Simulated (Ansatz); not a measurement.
MoSi2 (MoSi2 type, space group I4/mmm)

```yaml
crystal:
  lattice:
    - [-1.60846, 1.60846, 3.93652]
    - [1.60846, -1.60846, 3.93652]
    - [1.60846, 1.60846, -3.93652]
  atoms:
    - { symbol: Mo, position: [0.00000, 0.00000, 0.00000] }
    - { symbol: Si, position: [0.33511, 0.33511, 0.00000] }
    - { symbol: Si, position: [0.66489, 0.66489, 0.00000] }
```

The volume is varied about the relaxed value V₀ at fixed cell shape. The atoms relax within the cell's symmetry.

These are PBE (plane waves to 420 eV, PAW, scalar-relativistic; Ansatz, an electronic-structure program) values and carry that method's errors. k mesh 20×20×20 (Γ-centred), Fermi-Dirac smearing 0.05 eV. The energy includes the smearing's −TS. With the shape held, the modulus is that of even scaling; a crystal free to change shape is softer. MoSi2 is run without spin polarisation. MoSi2 was relaxed with its symmetry unable to fall. ΔE is measured from the relaxed starting cell.

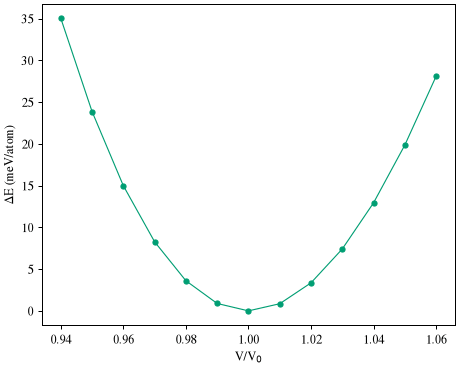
ΔE (meV/atom) against V/V₀; one marker a computed point.

What is ΔE at V/V₀ = 1.060?

About 28 meV/atom.

What is ΔE at V/V₀ = 0.940?

About 35 meV/atom.

What bulk modulus at fixed cell shape B₀ follows from a third-order Birch-Murnaghan fit?

About 210 GPa.

(A scan under strain: stresses follow from slopes of the energy per volume, elastic moduli from its curvatures.)
